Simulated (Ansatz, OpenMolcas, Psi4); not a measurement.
## A small benchmark: atomisation enthalpy at 298 K

6 molecules with oxygen; the atomisation enthalpy at 298 K in kJ/mol, computed less measured. Shapes, held fixed at every level: PBE0-D4/def2-TZVP. Thermal terms are harmonic and unscaled (PBE0-D4/def2-TZVP); the spin-orbit lowering of the free atoms is taken from their spectra. Programs: Ansatz 0.2.0, OpenMolcas 26.06, Psi4 1.11. A level may come from different programs for different species; with the same settings they agree closely. Measured values: Active Thermochemical Tables, NIST-JANAF tables.

Levels: A = HF/cc-pVTZ; B = revPBE/cc-pVTZ; C = TPSS/cc-pVTZ; D = BHLYP/cc-pVTZ.

```tsv
molecule	from tabulated heats	A	B	C	D
BOF (fluoro(oxo)borane)	1501	-453	-22	-39	-117
CO2 (carbon dioxide)	1609	-600	+37	-4	-139
N2O (nitrous oxide)	1112	-769	+93	+45	-156
SiO2 (silicon dioxide molecule)	1254	-638	-51	-61	-200
HOCN (cyanic acid)	1671	-699	+19	-7	-131
C2H2O (ethynol)	2026	-691	-4	-11	-123
```

**Question.** Sum up the errors.

**Answer.** 
```tsv
level	kind	mean error	mean absolute error	worst case
HF/cc-pVTZ	Hartree–Fock	-641.7	641.7	N2O
revPBE/cc-pVTZ	GGA	+12.0	37.7	N2O
TPSS/cc-pVTZ	meta-GGA	-12.8	27.8	SiO2
BHLYP/cc-pVTZ	global hybrid	-144.3	144.3	SiO2
```

On this set TPSS/cc-pVTZ has the smallest mean absolute error and HF/cc-pVTZ the largest. HF/cc-pVTZ is too low in 6 of 6; TPSS/cc-pVTZ is too low in 5 of 6; BHLYP/cc-pVTZ is too low in 6 of 6. Heats of the atoms come from ATcT where it has them, that of boron, 570 kJ/mol, from recent work. The tabulated values of BOF, SiO2 are in doubt (older tables, estimates, or at odds with other calculations) and kept here. Over the 4 molecules whose values aren't doubted the mean absolute errors are A 689.8; B 38.2; C 16.8; D 137.2. Hartree–Fock lacks correlation and underbinds. The set is small.

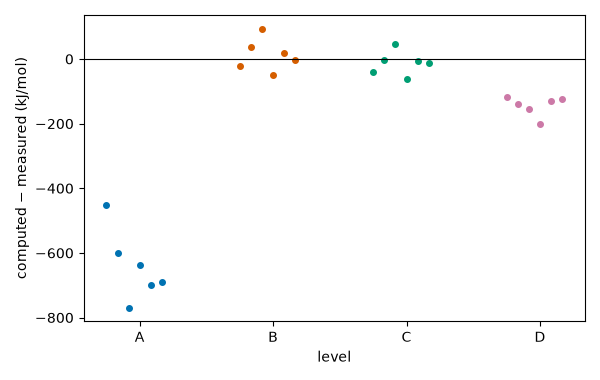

Errors of each level, one point a molecule.
